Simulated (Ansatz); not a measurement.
Input file:

```
crystal:
  periodic: [false, false, false]
  atoms:
    - { symbol: Ga, position_ang: [-0.059137, -0.460052, -0.543368] }
    - { symbol: C, position_ang: [-0.039636, -0.258661, 2.627297] }
    - { symbol: H, position_ang: [-1.007734, -0.264431, 3.142986] }
    - { symbol: H, position_ang: [0.751652, -0.605431, 3.304367] }
    - { symbol: H, position_ang: [0.192286, 0.765739, 2.303714] }
    - { symbol: H, position_ang: [1.351342, 0.171863, -0.871308] }
    - { symbol: H, position_ang: [-1.39493, 0.329075, -0.840645] }
    - { symbol: H, position_ang: [-0.134978, -1.877371, 0.133499] }
    - { symbol: H, position_ang: [-0.089164, -0.959832, 1.767958] }
basis:
  gaussian: { orbitals: def2-mTZVP }
hamiltonian:
  xc: pbe
  dispersion: d4
relax:
  f_tol: 0.03
  max_steps: 50
output:
  orbitals: {}
```

Command:

```sh
ansatz run input.yaml --threads 1 --pin off --max-ram 2048MiB --backend cpu --events-out ev --progress --plain --runs-dir out
```

The fields are those of the run's last geometry, not of the input's.

The calculation used Ansatz 0.2.0, RKS PBE-D4/def2-mTZVP.

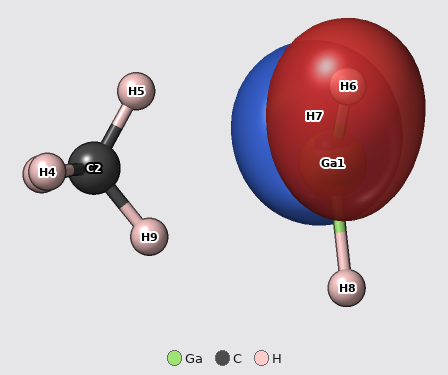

GaH3···CH4. The HOMO−1 at ±0.15 Å⁻³ᐟ² (red and blue are the two phases), seen at a tilt.

Q: What is the character of this orbital?

A: It lies mainly on Ga1 (about 40 %), H7 (about 35 %) and H6 (about 25 %). Its energy is −7.21 eV.
